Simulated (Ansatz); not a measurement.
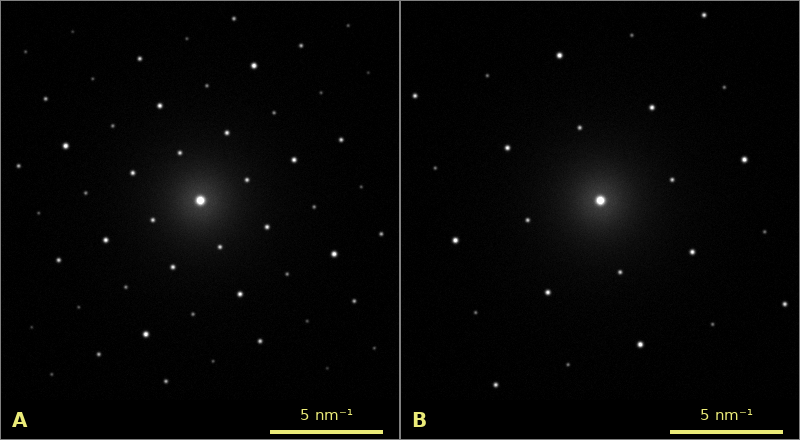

Kinematic electron diffraction patterns (200 kV, B = 0.5 Å², same scale, each along a low-index zone) of two structures of composition KNb2, each relaxed at zero pressure with DFT PBE, scalar-relativistic, plane waves, PAW in Ansatz 0.2.0.

The structures (standard cells):
1. Fd-3m (No. 227), a = 8.378 Å, 24 atoms; generated start, possibly hypothetical
2. F-43m (No. 216), a = 8.686 Å, 24 atoms; generated start, possibly hypothetical

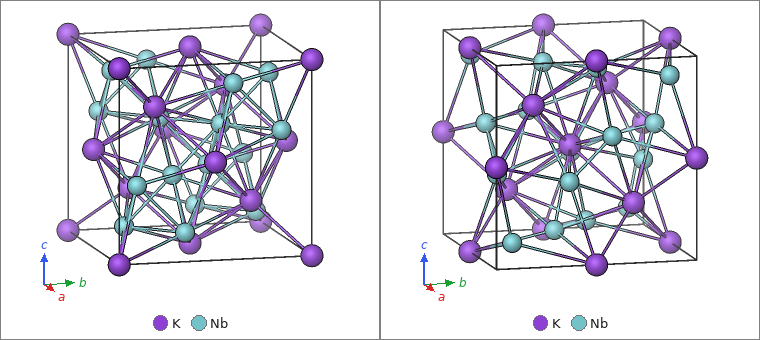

Drawings of the structures 1 to 2, from left to right (each may span several cells).

Which pattern belongs to which structure, and along which zone?

A is structure 2 along [001] or an equivalent direction: square net of 2 0 0 at d = 4.34 Å and 0 2 0 at d = 4.34 Å, 90.0° apart. B is structure 1 along [001] or an equivalent direction: square net of 2 -2 0 at d = 2.96 Å and 2 2 0 at d = 2.96 Å, 90.0° apart (some points of this net are extinct or too weak to see).

Which structure lies lowest at this level of theory, and by how much?

Structure 2 (F-43m, 27.30 Å³ an atom) is the lowest of these; structure 1 (Fd-3m, 24.50 Å³ an atom) lies about 87 meV an atom higher. These are static energies at 0 K; other structures, not shown, may lie lower still.
